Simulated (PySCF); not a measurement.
**C2HBrN2S, SMILES `Brc1ncsn1`: what the electrons do**

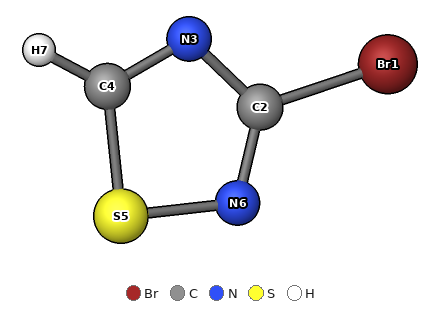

The molecule, with its atoms numbered as below. No frequency check shows the geometry to be a minimum.

Geometry (Å), atoms numbered from 1:

```
Br1     -1.7925    0.0532    0.0000
C2       0.0598   -0.0702    0.0000
N3       0.6541   -1.2776    0.0000
C4       1.9327   -1.1081    0.0000
S5       2.3707    0.5662    0.0000
N6       0.8038    1.0001    0.0000
H7       2.6439   -1.9079    0.0000
```

Part 1: Excited states

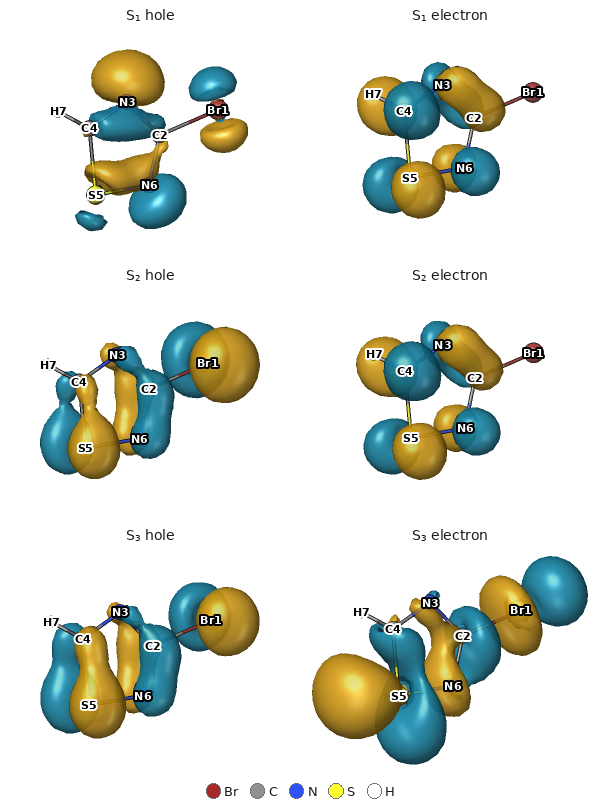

Leading natural transition orbitals (full linear response singlet states).

PySCF calculation, PBE0/def2-SVPD, gas phase; geometry: GFN2-xTB.

**Describe these excited states.**

By state:
- S₁: 5.16 eV (240 nm), f = 0.000 (very weak); the leading pair carries 99 %; hole on N3 (44 %), N6 (21 %) and Br1 (13 %), electron on C4 (27 %), S5 (26 %) and N6 (18 %); their centroids lie 1.0 Å apart; S₂ lies within 0.1 eV of it.
- S₂: 5.25 eV (236 nm), f = 0.084; the leading pair carries 95 %; hole on Br1 (46 %), S5 (23 %) and N6 (11 %), electron on C4 (28 %), S5 (27 %) and N6 (15 %); their centroids lie 1.6 Å apart; S₁ lies within 0.1 eV of it.
- S₃: 5.58 eV (222 nm), f = 0.000 (dark), partly diffuse acceptor orbital; the leading pair carries 97 %; hole on Br1 (33 %), S5 (29 %) and C2 (12 %), electron on S5 (47 %), Br1 (22 %) and N6 (10 %) (atom shares of so diffuse an orbital are rough); their centroids lie 0.8 Å apart.

Part 2: Removing or adding an electron

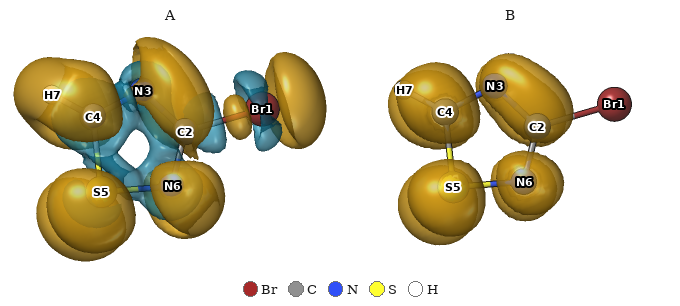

The Fukui function f⁺ from two separate SCF calculations and the density of the LUMO, at ±0.01 e/Å³ (yellow positive, teal negative).

PySCF calculation, ωB97X/def2-SVPD, gas phase; geometry: GFN2-xTB.

**Which panel is which, and how good is the frozen-orbital picture?**

A is f⁺ (it has negative regions), B the LUMO density. The LUMO lies on C4 (27 %), S5 (26 %) and N6 (17 %); f⁺ (Hirshfeld-condensed) is largest on S5 (0.28), Br1 (0.17) and C4 (0.17); the vertical electron affinity is −0.07 eV (the stability of the anion's solution wasn't checked; negative: at this level and geometry the extra electron isn't bound, and the finite basis holds it). Relaxation shifts 19 % of the electron between atoms. The orbital energy is 0.27 eV.

Part 3: The π system

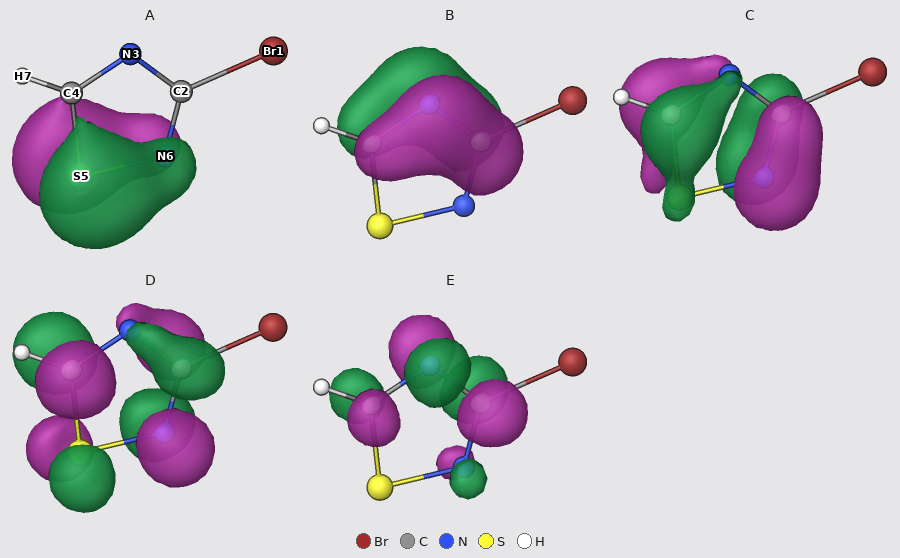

Natural orbitals of the π active space, CASSCF(6,5), triplet state at the geometry of the singlet, in order of falling occupation.

Level of theory: def2-SVP basis (PySCF), at a geometry from GFN2-xTB.

**What are the natural occupation numbers?**

A 2.00, B 1.89, C 1.04, D 0.96, E 0.12.

**Where does the lowest triplet lie relative to the singlet, at this geometry and within this active space?**

4.63 eV above it by strongly contracted NEVPT2 (+4.20 eV by CASSCF); a small basis tends to put such gaps a few tenths of an eV too high. This is a vertical energy for π states alone; a state that uses lone pairs or σ orbitals may lie lower.

The PySCF runs shown took 15 min, 2.4 min and 2.5 min on 1 thread of Arm Neoverse V2, on a shared host.
